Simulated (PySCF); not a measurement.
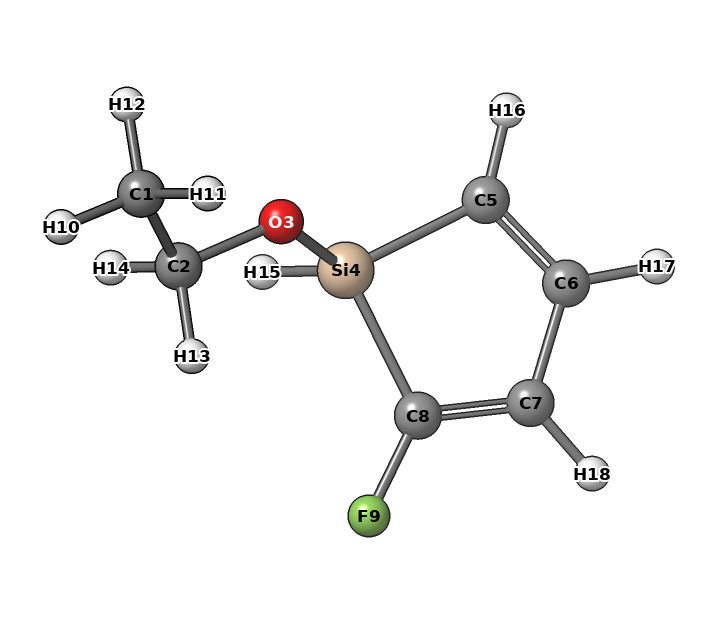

Computed geometry: PBE0-D3(BJ)/def2-SVP optimisation. No frequency run is at hand to confirm it as a minimum. Level of theory: delta-SCF UKS SCAN, pcX-2 on the ionised atom, pcseg-1 elsewhere, spin-free X2C (PySCF 2.14.0).

Give the core-electron binding energies (to vacuum; p and d levels without spin–orbit splitting) of C1 1s, C2 1s, O3 1s, Si4 1s, Si4 2p, C5 1s, C6 1s, C7 1s, C8 1s, F9 1s.

```json
{"atom": "C1", "level": "1s", "binding energy (eV)": "290.7"}
{"atom": "C2", "level": "1s", "binding energy (eV)": "292.3"}
{"atom": "O3", "level": "1s", "binding energy (eV)": "537.9"}
{"atom": "Si4", "level": "1s", "binding energy (eV)": "1847.1"}
{"atom": "Si4", "level": "2p", "binding energy (eV)": "107.4"}
{"atom": "C5", "level": "1s", "binding energy (eV)": "289.6"}
{"atom": "C6", "level": "1s", "binding energy (eV)": "290.9"}
{"atom": "C7", "level": "1s", "binding energy (eV)": "290.5"}
{"atom": "C8", "level": "1s", "binding energy (eV)": "291.8"}
{"atom": "F9", "level": "1s", "binding energy (eV)": "692.8"}
```
